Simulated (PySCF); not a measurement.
C$_{4}$H$_{4}$, SMILES `C1=CC=C1`.

Method: PBE0/def2-SVPD; geometry: GFN2-xTB; program: PySCF. This is a single-reference result, which may miss multireference character in this system. No frequency check shows the geometry to be a minimum.

Coordinates in Å:

```
C1      -0.7761   -0.6631    0.0000
C2      -0.7761    0.6631    0.0000
C3       0.7761    0.6631    0.0000
C4       0.7761   -0.6631    0.0000
H5      -1.5174   -1.4377    0.0000
H6      -1.5174    1.4377    0.0000
H7       1.5174    1.4377    0.0000
H8       1.5174   -1.4377    0.0000
```

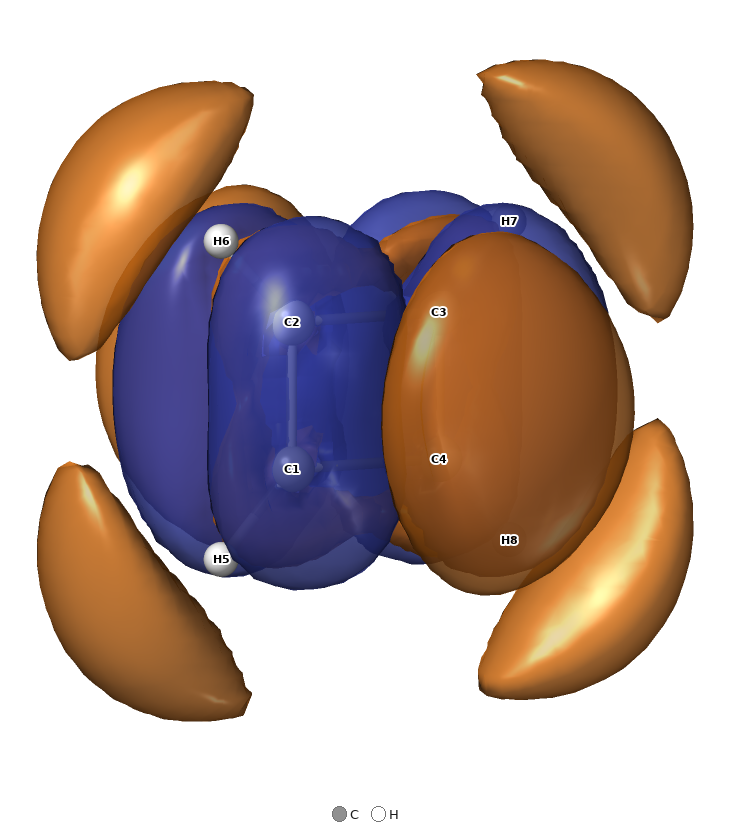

Unrelaxed difference density of S₃ less the ground state (full linear response singlet states), ±0.005 e/Å³; orange: gain, blue: loss.

Question: How does the charge move on excitation?

Answer: 0.85 e is displaced in all, largely into diffuse regions outside the molecule. The state: 5.72 eV (217 nm), f = 0.000 (dark), π → diffuse (Rydberg-like) orbital; the leading pair carries 100 %; hole on C1, C2, C3 and C4 (23 % each), electron on H5, H6, H7 and H8 (13 % each) and C1, C2, C3 and C4 (12 % each) (atom shares of so diffuse an orbital are rough); their centroids lie 0.0 Å apart.
